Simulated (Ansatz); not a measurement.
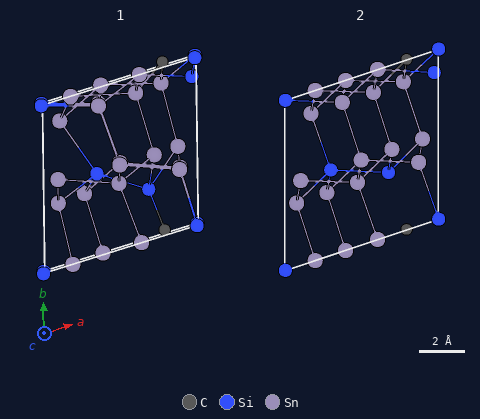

Two geometries of solid Si₄Sn₁₅C (a generated structure, set up in P1) (coarse preliminary run), drawn at one scale. One is the start of a relaxation, the other its converged end. Style: ball-and-stick. Shown: the cell of the calculation, along the c axis.

These are results of DFT PBE, scalar-relativistic, plane waves, PAW (Ansatz 0.2.0), not measurements. Settings: plane-wave cutoff 420 eV; k-point mesh 2 × 2 × 2; occupations gaussian; smearing width 0.1 eV; mesh shifted by (0.5, 0.5, 0.5); no spin polarisation; cell and atoms relaxed; force threshold 0.04 eV/Å; at most 50 steps.

Q: Which of the two is the end point?

A: Structure 1 is the relaxed one. Case: elements placed on the diamond lattice at random. After 7 accepted moves (9 points after the start) the energy has fallen by 200 meV per atom. The largest force component goes from 2.3 to 0.029 eV/Å. The pressure goes from 2.29 to 0.00 GPa. The line search rejected the trial step at point 5 of the run. At 1 point the geometry stayed and the basis and grid were re-selected for the new cell (energy shift of less than 0.05 meV per atom at most each time). The atom that moves furthest relative to the cell is a Si atom (0.59 Å along −b). Largest moves by element: Si 0.59 Å, Sn 0.57 Å, C 0.24 Å. The drawn cell changes as follows: a 7.663 → 7.619 Å (−0.6 %), b 7.663 → 7.564 Å (−1.3 %), c 11.705 → 11.686 Å (−0.2 %), α 83.7° → 84.7°, β 70.9° → 71.2°, γ 70.5° → 72.4°; the volume changes by −0.7 %. Among the contacts that change: C–Si 2.678 → 1.952 Å, C–Sn 2.726 → 2.299 Å, C–Sn 2.674 → 2.274 Å, Si–Si 2.730 → 2.403 Å. New bonds form, among them: C–Si (2.68 → 1.95 Å). Bond angles that change, for instance: Si–Si–Sn 110.5° → 141.5°, C–Sn–Si 111.2° → 135.5°, Sn–Si–Sn 108.9° → 85.9°. The space group stays P1 (No. 1).
